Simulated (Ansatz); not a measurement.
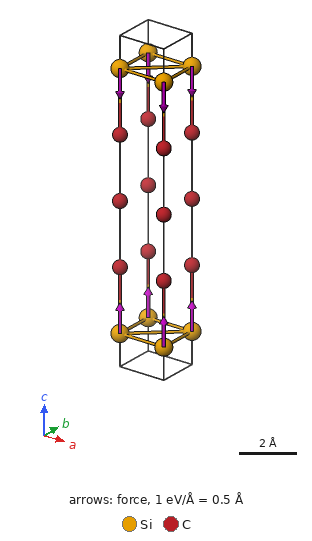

Starting geometry of solid Si2C3 (a generated structure, set up in P6/mmm) (coarse preliminary run) with the computed forces as purple arrows. A ball-and-stick model of the cell of the calculation, seen from a free direction.

The calculation used DFT PBE, scalar-relativistic, plane waves, PAW (Ansatz).

Input file:
```yaml
crystal:
  lattice:
    - [2.56766006, 0.0, 0.0]
    - [-1.28383003, 2.22365884, 0.0]
    - [0.0, 0.0, 12.05591031]
  atoms:
    - { symbol: Si, position: [0.0, 0.0, 0.9] }
    - { symbol: Si, position: [0.0, 0.0, 0.1] }
    - { symbol: C, position: [0.0, 0.0, 0.3] }
    - { symbol: C, position: [0.0, 0.0, 0.5] }
    - { symbol: C, position: [0.0, 0.0, 0.7] }
basis:
  ecutwfc: 420
kpoints:
  mp_grid: { grid: [6, 6, 2] }
hamiltonian:
  xc: pbe
scf:
  occupations: { method: gaussian, width: 0.1 }
  lower_state_search: "off"
output:
  forces: true
  stress: true
  eigenvalues: true
relax:
  adjacent_minimum: "off"
  f_tol: 0.04
  max_steps: 70
  cell: { stress_tol: 0.4 }
```

Run as
```bash
ansatz run input.yaml --threads 1 --pin off --max-ram 2560MiB --backend cpu --events-out ev --progress --plain --runs-dir out
```

> Is this structure relaxed? If not, where do the atoms go?

It isn't relaxed: the largest force vector, on Si atoms, is 2.29 eV/Å. The final displacements follow the starting forces only in part (cosine between the two patterns 0.65). After 18 accepted moves (21 points after the start) the energy has fallen by 1979 meV per atom. Largest force component: 2.3 eV/Å at the start, 0.00034 eV/Å at the end. Pressure: −19.47 GPa at the start and 0.06 GPa at the end. The line search rejected the trial step at point 9 of the run. At 2 points the geometry stayed and the basis and grid were re-selected for the new cell (energy shift of 5.1 meV per atom at most each time). The largest moves relative to the cell, 0.51 Å, are those of C3 and C5. C5 goes along −c. Largest moves by element: C 0.51 Å, Si 0.49 Å. The volume changes by −11.2 %, with a = b 2.568 → 2.811 Å (+9.5 %), c 12.056 → 8.927 Å (−26.0 %). Some distances before and after: C3–C4 2.411 → 1.276 Å, Si1–C5 2.411 → 1.809 Å, Si1–Si2 2.411 → 2.756 Å, Si1–Si1 2.568 → 2.811 Å. New bonds form: C3–C4 (2.41 → 1.28 Å), C4–C5 (2.41 → 1.28 Å). The space group stays P6/mmm (No. 191). The run took 44 s on 1 thread of Intel(R) Xeon(R) Processor @ 2.70GHz (shared host), peak memory 0.34 GiB.

Limits of the set-up: the k-point mesh is coarse for a cell with partly filled bands.
